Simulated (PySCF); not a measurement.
```yaml
atoms:
  - { symbol: Si, position_ang: [0.5549, 0.7424, -0.5588] }
  - { symbol: O, position_ang: [-0.7725, -0.1377, -0.1044] }
  - { symbol: Si, position_ang: [-2.3725, 0.0744, 0.3252] }
  - { symbol: C, position_ang: [2.0836, -0.1533, 0.0446] }
  - { symbol: Cl, position_ang: [0.4384, 2.6022, 0.3913] }
  - { symbol: H, position_ang: [-2.4640, 0.5264, 1.7438] }
  - { symbol: H, position_ang: [-3.0573, -1.2388, 0.1729] }
  - { symbol: H, position_ang: [-3.0220, 1.0850, -0.5610] }
  - { symbol: H, position_ang: [2.9937, 0.4148, -0.1947] }
  - { symbol: H, position_ang: [2.1472, -1.1500, -0.4163] }
  - { symbol: H, position_ang: [2.0102, -0.2715, 1.1380] }
```

Geometry: PBE0-D3(BJ)/def2-SVP.

Computed with UKS B3LYP, IGLO-III on C Cl O Si, pcH-1 on H, non-relativistic, mean-field spin-orbit, GIAO in PySCF.

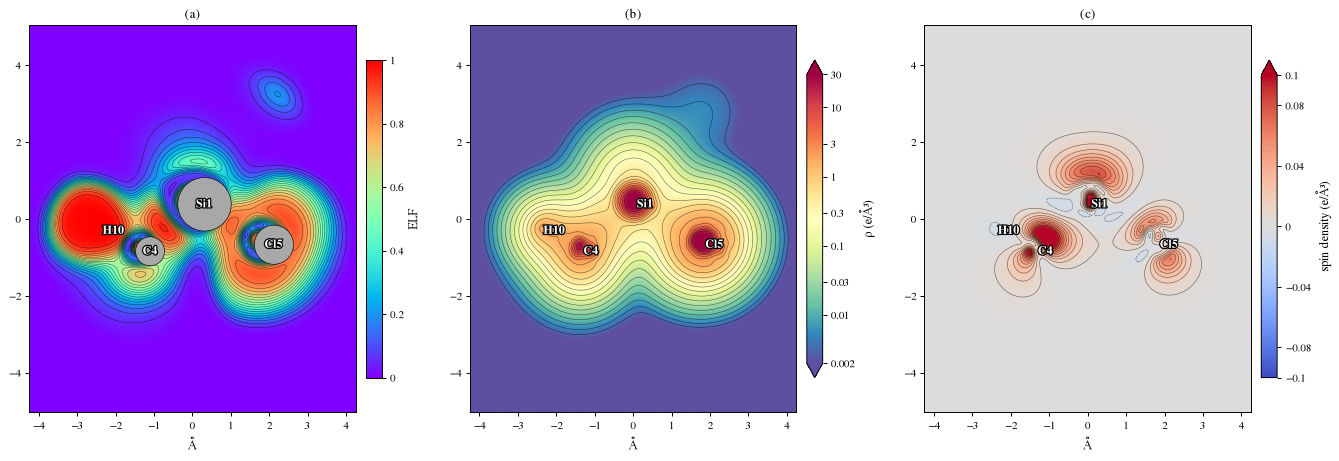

CH₆ClOSi₂ (SMILES C[Si](Cl)O[SiH3]) (doublet). (a) electron localisation function; (b) total electron density; (c) spin density (α minus β) on the plane of atoms Si1, C4 and H10. Grey discs cover the atomic cores in the ELF map.

Q: What does the map show?

A: Atoms in the plane: Si, C, Cl and H.
C–Si (1.87 Å): the density is about 0.7 e/Å³ at the midpoint; the ELF peaks at about 0.95 between the atoms: a covalent bond.
Si–Cl (2.09 Å): the density is about 1.4 e/Å³ at the midpoint; the ELF peaks at about 0.85 between the atoms, as expected for a shared but strongly polarised pair.
C–H (1.10 Å): ρ at the midpoint is about 3.3 e/Å³; the ELF climbs to about 1 towards the hydrogen, as it does in any bond to H.
The ELF also peaks beside Cl5, away from the bonds: non-bonding electrons, paired or unpaired.
The unpaired spin (1 electron) lies mostly on Si1 (about 0.7), C4 (about 0.1) and Cl5 (about 0.1), in electrons by Hirshfeld's partition.
